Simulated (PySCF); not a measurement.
Consider C₆H₈FPSi.

Input

```
{"job": {"kind": "nmr", "xc": "PBE0", "basis": "pcSseg-1"}, "charge": 0, "multiplicity": 1}
C     -2.967640    -0.071154     0.012907
C     -1.472940    -0.173950     0.020474
C     -0.810671    -1.105448    -0.754565
P      0.905350    -1.336864    -0.854368
C      1.487664    -0.119729     0.252897
Si     3.357204     0.025234     0.524774
C      0.634079     0.722642     0.942684
C     -0.741297     0.693163     0.828063
F     -1.440270     1.589951     1.570349
H     -3.357528    -0.198091     1.022436
H     -3.272034     0.916542    -0.333062
H     -3.405850    -0.824689    -0.635660
H     -1.411284    -1.764756    -1.370747
H      3.677296    -0.482709     1.862199
H      3.728261     1.440309     0.441340
H      4.031538    -0.758660    -0.507197
H      1.051122     1.460238     1.617029
```

Launched as:

```sh
OMP_NUM_THREADS=1 python probes_run.py task.json out
```

Geometry: GFN2-xTB.

Theory: PBE0/pcSseg-1, SCF density, gas phase, non-relativistic in PySCF 2.14.0.

### What can the converged electron density and electron localisation function tell about the bonding?

C–F (1.36 Å): ρ at the midpoint is about 2.2 e/Å³, with its minimum of 1.7 e/Å³ about 0.5 Å from C; the ELF peaks at about 0.85 between the atoms: a shared but strongly polarised pair.
C–C (1.38 Å): the density is about 2.1 e/Å³ at the midpoint; the ELF peaks at about 0.95 between the atoms, as expected for localised, covalent bonding.
C–P (1.73 Å): the density is about 1.3 e/Å³ at the midpoint; the ELF peaks at about 0.95 between the atoms (a covalent bond).
C–Si (1.89 Å): ρ is about 0.91 e/Å³ halfway; the ELF peaks at about 0.95 between the atoms, as expected for a covalent bond.

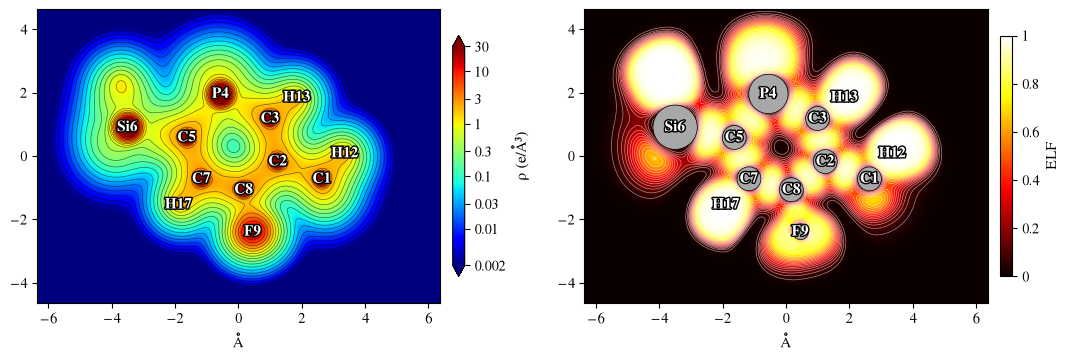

Computed electron density and electron localisation function on the plane of atoms C2, C8 and C7, in this order. Grey discs cover the atomic cores in the ELF map. 
